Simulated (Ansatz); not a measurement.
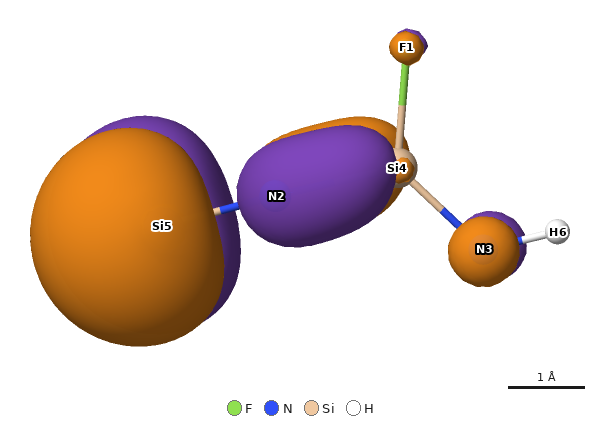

Figure. FHN₂Si₂. The LUMO at ±0.1 Å⁻³ᐟ² (orange and purple are the two phases), seen across its widest extent.

Geometry: B3LYP-D3(BJ)/6-311G**.

The calculation used isolated molecule in a Gaussian basis; Kohn-Sham density functional theory, functional PBE0 (Ansatz 0.2.0).

Input file:

```
crystal:
  periodic: [false, false, false]
  atoms:
    - symbol: F
      position_ang: [-0.599339, -2.315244, 1.406717]
    - symbol: "N"
      position_ang: [-0.114699, 0.196714, 0.679152]
    - symbol: N
      position_ang: [-1.753517, -1.395663, -1.067317]
    - symbol: Si
      position_ang: [-0.893403, -1.223559, 0.253831]
    - symbol: Si
      position_ang: [0.596807, 1.558069, 1.029210]
    - symbol: H
      position_ang: [-2.219417, -2.258821, -1.313651]
basis:
  gaussian: {orbitals: def2-TZVPD}
hamiltonian: {xc: {name: PBE0}}
magnetization: {spin_polarized: false}
output: {forces: true, orbitals: {seedname: orbitals}}
```

Run with:

```sh
ansatz run input.yaml --threads 2 --pin off --max-ram 4350MiB --events-out events.jsonl --progress --plain --runs-dir runs
```

### What is the character of this orbital?

Its weight (Hirshfeld) is mainly on Si5 (about 75 %), N2 (about 10 %) and Si4 (about 5 %); it changes sign across the molecular plane (π type); π-bonding across N2–Si4. Its energy is −2.56 eV.
